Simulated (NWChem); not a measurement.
**C2H3BrF2 (SMILES FCC(F)Br) at 4 levels**

Wanted: a comparison of 4 runs (HF/STO-3G, HF/3-21G, B3LYP/6-31G*) of C2H3BrF2. 

The calculation is run with NWChem 7.3.0.

## 1. Starting point

The species is C2H3BrF2 (8 atoms), meant as a singlet with charge 0. SMILES: `FCC(F)Br`. The shape is that of a PBE0-D4/def2-TZVP optimisation. This is one conformer, not always the lowest.

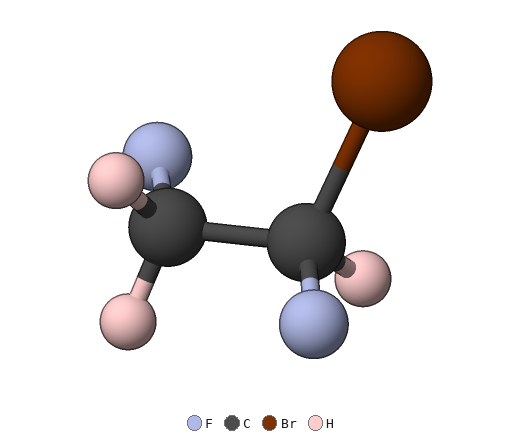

Viewed from a chosen angle; fluorine light blue, carbon dark grey, bromine brown, hydrogen pink.

## 2. Energy and gradient at HF/STO-3G (run 1)

run.py reads:

```python
from ase import Atoms
from ase.calculators.nwchem import NWChem

molecule = Atoms(['F', 'C', 'C', 'F', 'Br', 'H', 'H', 'H'], positions=[
    [-1.194000, 1.301500, -0.201100],
    [-0.194300, 0.635000, 0.454800],
    [0.118700, -0.655300, -0.264400],
    [1.003200, -1.356600, 0.489600],
    [0.879900, -0.321300, -2.014900],
    [-0.536700, 0.389000, 1.465600],
    [0.694500, 1.268300, 0.507800],
    [-0.771300, -1.260600, -0.437500],
])

calc = NWChem(
    label='c2h3brf2',
    theory='scf',
    memory='2200 mb',
    basis='STO-3G',
    basispar='spherical bse',
    scf={'nopen': '0', 'rhf': None, 'thresh': '1e-08', 'maxiter': '80', 'print': 'low'},
)
molecule.calc = calc

forces = molecule.get_forces()
e = molecule.get_potential_energy()
print(f"E = {e:.6f} eV")
print("forces (eV/A):")
for s, f in zip(molecule.symbols, forces):
    print(f"{s:2s} {f[0]:10.5f} {f[1]:10.5f} {f[2]:10.5f}")
```

Command:

```sh
$ export ASE_NWCHEM_COMMAND="nwchem PREFIX.nwi > PREFIX.nwo"
$ python run.py
```

Standard output:

```text
E = -76662.263883 eV
forces (eV/A):
F    -0.79982    0.68340   -0.51335
C    -0.76305    1.35729    0.79632
C     0.81149   -1.12028   -1.57002
F     0.89120   -0.91953    0.74125
Br   -0.04577    0.07621   -0.08942
H     0.20656   -0.01126    0.31594
H     0.30164   -0.01229    0.22255
H    -0.60236   -0.05348    0.09667
```

The calculator wrote c2h3brf2.nwi:

```
title "c2h3brf2"

permanent_dir c2h3brf2

scratch_dir c2h3brf2

start c2h3brf2

geometry units angstrom nocenter noautosym noautoz
  F  -1.1940000000000000e+00 1.3015000000000001e+00 -2.0110000000000000e-01
  C  -1.9430000000000000e-01 6.3500000000000001e-01 4.5479999999999998e-01
  C  1.1870000000000000e-01 -6.5529999999999999e-01 -2.6440000000000002e-01
  F  1.0032000000000001e+00 -1.3566000000000000e+00 4.8959999999999998e-01
  Br 8.7990000000000002e-01 -3.2129999999999997e-01 -2.0148999999999999e+00
  H  -5.3669999999999995e-01 3.8900000000000001e-01 1.4656000000000000e+00
  H  6.9450000000000001e-01 1.2683000000000000e+00 5.0780000000000003e-01
  H  -7.7129999999999999e-01 -1.2605999999999999e+00 -4.3750000000000000e-01
end

memory 2200 mb

basis spherical bse noprint
   * library STO-3G
end

scf
  nopen 0
  rhf
  thresh 1e-08
  maxiter 80
  print low
end

task scf gradient
```

c2h3brf2.nwo:

```text
Northwest Computational Chemistry Package (NWChem) 7.3.0
             --------------------------------------------------------

           Job information
           ---------------

    nwchem branch   = 7.3.0
    use scalapack   = T
    input           = c2h3brf2.nwi
    prefix          = c2h3brf2.
    data base       = c2h3brf2/c2h3brf2.db
    status          = startup
    nproc           =        1

           Memory information
           ------------------

    heap     =     72089594 doubles =      550.0 Mbytes
    stack    =     72089599 doubles =      550.0 Mbytes
    global   =    144179200 doubles =     1100.0 Mbytes (distinct from heap & stack)
    total    =    288358393 doubles =     2200.0 Mbytes
    verify   = yes
    hardfail = no

           Directory information
           ---------------------

  0 permanent = c2h3brf2
  0 scratch   = c2h3brf2

                                NWChem Input Module
                                -------------------

                                     c2h3brf2
                                     --------

[... 26 lines left out ...]
            Nuclear Dipole moment (a.u.)
[... 55 lines left out ...]
                                     c2h3brf2

  ao basis        = "ao basis"
  functions       =    41
  atoms           =     8
  closed shells   =    34
  open shells     =     0
  charge          =   0.00
  wavefunction    = RHF
  input vectors   = atomic
  output vectors  = c2h3brf2/c2h3brf2.movecs
  use symmetry    = F
  symmetry adapt  = F

 Forming initial guess at       0.0s

 Starting SCF solution at       0.2s

       Final RHF  results
       ------------------

         Total SCF energy =  -2817.286257104533
      One-electron energy =  -4631.765622672342
      Two-electron energy =   1468.537064323003
 Nuclear repulsion energy =    345.942301244806

        Time for solution =      3.2s

                              NWChem Gradients Module
                              -----------------------

                         RHF ENERGY GRADIENTS

    atom               coordinates                        gradient
                 x          y          z           x          y          z
   1 F      -2.256333   2.459478  -0.380024    0.015554  -0.013290   0.009983
   2 C      -0.367174   1.199976   0.859447    0.014839  -0.026395  -0.015486
   3 C       0.224310  -1.238337  -0.499644   -0.015781   0.021786   0.030532
[... 4 lines of this table left out ...]
   8 H      -1.457546  -2.382189  -0.826755    0.011714   0.001040  -0.001880

 Task  times  cpu:        4.1s     wall:        4.1s
 Total times  cpu:        4.2s     wall:        4.2s
```

Wall time 5.4 s (1 thread of Intel Xeon Platinum 8488C (Sapphire Rapids), shared host); peak memory 0.1 GiB.

## 3. Energy and gradient at HF/3-21G (run 2)

work.xyz reads:

```xyz
8
C2H3BrF2
F     -1.194000     1.301500    -0.201100
C     -0.194300     0.635000     0.454800
C      0.118700    -0.655300    -0.264400
F      1.003200    -1.356600     0.489600
Br     0.879900    -0.321300    -2.014900
H     -0.536700     0.389000     1.465600
H      0.694500     1.268300     0.507800
H     -0.771300    -1.260600    -0.437500
```

work.nw reads:

```
start work
title "C2H3BrF2"
memory total 2200 mb

geometry units angstrom noautosym nocenter noautoz
  load work.xyz
end

basis spherical bse
  * library 3-21G
end

scf
  thresh 1e-08
  maxiter 80
  print low
end

task scf gradient
```

Command:

```sh
$ nwchem work.nw > work.out
```

Standard output:

```text
[...]
  functions       =    64
[...]
  wavefunction    = RHF
[...]
         Total SCF energy =  -2834.882371150193
      One-electron energy =  -4640.398310964867
      Two-electron energy =   1459.573638569867
 Nuclear repulsion energy =    345.942301244807
        Time for solution =      3.7s
[...]
                         RHF ENERGY GRADIENTS
    atom               coordinates                        gradient
                 x          y          z           x          y          z
   1 F      -2.256333   2.459478  -0.380024    0.015769  -0.008893   0.013698
   2 C      -0.367174   1.199976   0.859447   -0.017052   0.004206  -0.023740
   3 C       0.224310  -1.238337  -0.499644    0.032355   0.001271   0.003252
   4 F       1.895773  -2.563602   0.925210   -0.017067   0.009687  -0.014807
   5 Br      1.662770  -0.607169  -3.807609   -0.007420  -0.003256   0.016792
   6 H      -1.014216   0.735103   2.769582   -0.006055  -0.001451   0.008700
   7 H       1.312415   2.396739   0.959603    0.007504   0.008547  -0.000909
   8 H      -1.457546  -2.382189  -0.826755   -0.008033  -0.010113  -0.002985
 Task  times  cpu:        4.7s     wall:        4.7s
 Total times  cpu:        4.8s     wall:        4.8s
```

Wall time 5.4 s (1 thread of Intel Xeon Platinum 8488C (Sapphire Rapids), shared host); peak memory 0.1 GiB.

Run 3 isn't shown in full; the table further down has it.

## 4. Energy and gradient at B3LYP/6-31G(d) (Cartesian functions) (run 4)

work.xyz: that of step 3 with these lines changed.

```diff
@@ -1,3 +1,3 @@
 8
-C2H3BrF2
+
 F     -1.194000     1.301500    -0.201100
```

work.nw reads:

```
start work
memory total 2200 mb

geometry noautosym nocenter noautoz
load format xyz work.xyz
end

basis cartesian
* library 6-31G*
end

dft
xc b3lyp
mult 1
grid fine
convergence energy 1e-08
maxiter 100
mulliken
print medium
end

task dft gradient
```

Command:

```sh
$ nwchem work.nw > work.out
```

Standard output:

```text
[...]
          Wavefunction type:  closed shell.
          No. of atoms     :     8
          No. of electrons :    68
[...]
          Charge           :     0
          Spin multiplicity:     1
[...]
          AO basis - number of functions:   101
[...]
              XC Information
              --------------
                         B3LYP Method XC Potential
                     Hartree-Fock (Exact) Exchange  0.200
                        Slater Exchange Functional  0.800 local
                    Becke 1988 Exchange Functional  0.720 non-local
              Lee-Yang-Parr Correlation Functional  0.810
                  VWN I RPA Correlation Functional  0.190 local
[...]
 d= 0,ls=0.0,diis     1  -2851.4156140415 -3.20D+03  1.78D-02  2.44D+00     2.9
[...]
 d= 0,ls=0.0,diis    10  -2851.5601327097 -4.00D-09  2.20D-07  8.60D-10    22.0
         Total DFT energy =    -2851.560132709737
      One electron energy =    -4653.914187393504
           Coulomb energy =     1580.645527830132
    Exchange-Corr. energy =     -124.233774391172
 Nuclear repulsion energy =      345.942301244807
[...]
      Total Density - Mulliken Population Analysis
     ---------------------------------------------
    Atom       Charge   Shell Charges
 -----------   ------   -------------------------------------------------------
    1 F    9     9.29   1.99  0.94  3.31  0.98  2.01  0.05
    2 C    6     5.98   1.99  0.70  2.03  0.52  0.68  0.06
    3 C    6     5.90   1.99  0.72  1.94  0.53  0.66  0.06
    4 F    9     9.27   1.99  0.95  3.31  0.97  1.99  0.06
    5 Br  35    35.08   2.00  1.99  6.00  1.93  5.99  1.62  3.81  0.36  1.29  7.02  2.95  0.13
    6 H    1     0.84   0.54  0.31
    7 H    1     0.83   0.54  0.30
    8 H    1     0.81   0.54  0.28
[...]
  wavefunction    = closed shell
                         DFT ENERGY GRADIENTS
    atom               coordinates                        gradient
                 x          y          z           x          y          z
   1 F      -2.256333   2.459478  -0.380024    0.006252  -0.004093   0.004733
   2 C      -0.367174   1.199976   0.859447   -0.001650  -0.002087  -0.004657
   3 C       0.224310  -1.238337  -0.499644    0.006809   0.003176  -0.003053
   4 F       1.895773  -2.563602   0.925210   -0.005919   0.004211  -0.005037
   5 Br      1.662770  -0.607169  -3.807609   -0.004517  -0.001917   0.011274
   6 H      -1.014216   0.735103   2.769582   -0.000532   0.000851  -0.001994
   7 H       1.312415   2.396739   0.959603   -0.001827  -0.000012  -0.001177
   8 H      -1.457546  -2.382189  -0.826755    0.001384  -0.000128  -0.000089
[...]
```

Wall time 30 s (1 thread of Intel Xeon Platinum 8488C (Sapphire Rapids), shared host); peak memory 0.13 GiB.

## 5. The series

```
run                               level  iteration cap  module   energy (Eh)  largest force (eV/Å)  wall time
  1                           HF/STO-3G             80     scf  -2817.286257                 2.092      5.4 s
  2                            HF/3-21G             80     scf  -2834.882371                 1.673      5.4 s
  3  B3LYP/6-31G* (spherical functions)            100     dft  -2851.547751                 0.613       30 s
  4  B3LYP/6-31G* (Cartesian functions)            100     dft  -2851.560133                 0.632       30 s
```

## 6. Outcome

| quantity | value |
| --- | --- |
| run 4: total energy | -2851.56013 Eh |
| run 4: dipole moment | 1.63 D |
| run 4: HOMO energy | -7.97 eV |
| run 4: LUMO energy | -0.37 eV |
| run 4: HOMO–LUMO gap | 7.59 eV |
| run 4: largest force on an atom | 0.632 eV/Å |

In run 1 the basis is minimal, so the values are rough. All runs together took 71 s, the longest 30 s.
